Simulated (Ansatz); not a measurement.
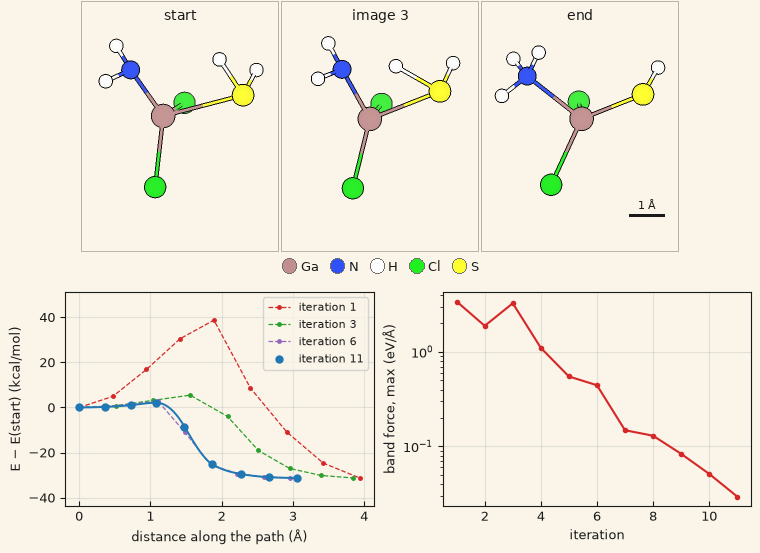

A nudged-elastic-band calculation for GaNH4SCl2. Images are numbered from 0 (start) to 8 (end). The plot follows the band through its iterations. A ball-and-stick model, seen at a tilt.

All numbers below come from Ansatz, RKS B3LYP-D4/def2-SVP. Set-up: 7 movable images; climbing image; force threshold 0.03 eV/Å; iteration limit 60; starting path through a guess of the saddle point.

Judge this run.

The result is final at these settings. The band converged in 11 iterations. The largest component of the band force went from 3.4 to 0.03 eV/Å. The climbing image converged on the top of the path. Its vibrational analysis gives one imaginary mode (453i cm⁻¹), as a transition state must have. The first iteration put the highest image at 38.7 kcal/mol. Forward barrier 2.1 kcal/mol, backward barrier 33.4 kcal/mol, with image 3 at the top; the reaction energy is −31.2 kcal/mol.

Cost: 2.8 min on 4 threads of Arm Neoverse V2, with other jobs on the host, peak memory 0.33 GiB.
